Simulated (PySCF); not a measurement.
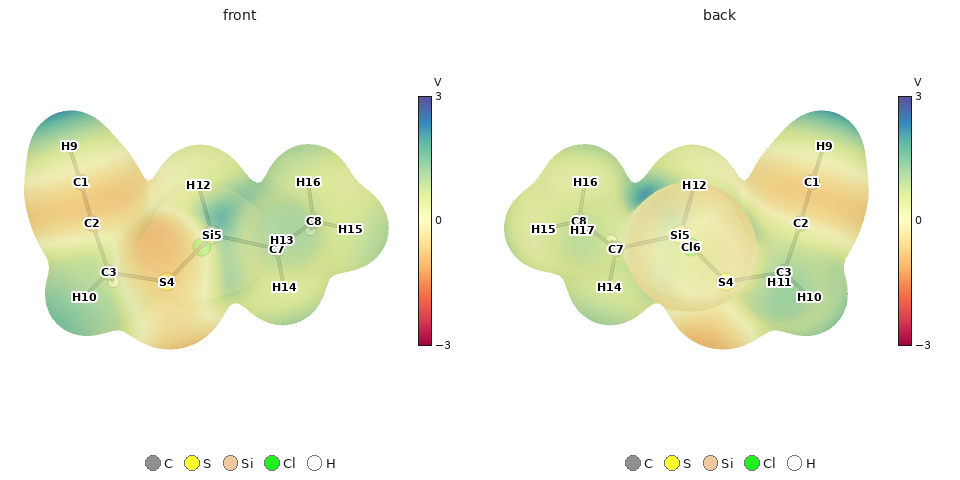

The picture shows: C5H9ClSSi. The electrostatic potential painted on the density surface at 0.004 e/bohr³, seen from the front and from behind; red is negative and blue positive.

Geometry: GFN2-xTB.

Method: CAM-B3LYP/def2-SVPD, SCF density, gas phase (PySCF 2.14.0).

```xyz
17

C    -3.6163    0.8585    0.2375
C    -3.0971   -0.2068    0.0662
C    -2.4123   -1.4585   -0.0992
S    -0.8496   -1.5154    0.8791
Si    0.2636    0.0523   -0.0831
Cl    0.1888   -0.1963   -2.0915
C     2.0428   -0.0796    0.5572
C     2.9845    0.9032   -0.1288
H    -4.1040    1.7771    0.3718
H    -3.0161   -2.2822    0.2820
H    -2.1589   -1.6350   -1.1454
H    -0.3697    1.3305    0.2194
H     2.0508    0.1050    1.6319
H     2.4200   -1.0947    0.4171
H     3.9915    0.8166    0.2748
H     2.6464    1.9263    0.0178
H     3.0286    0.7108   -1.1982
```

Where is the surface potential most negative and most positive?

The most negative region (about −1.0 V, or −23 kcal/mol for a unit charge) lies over S4, the most positive (about +2.0 V, or +46 kcal/mol for a unit charge) over Si5 and H9.
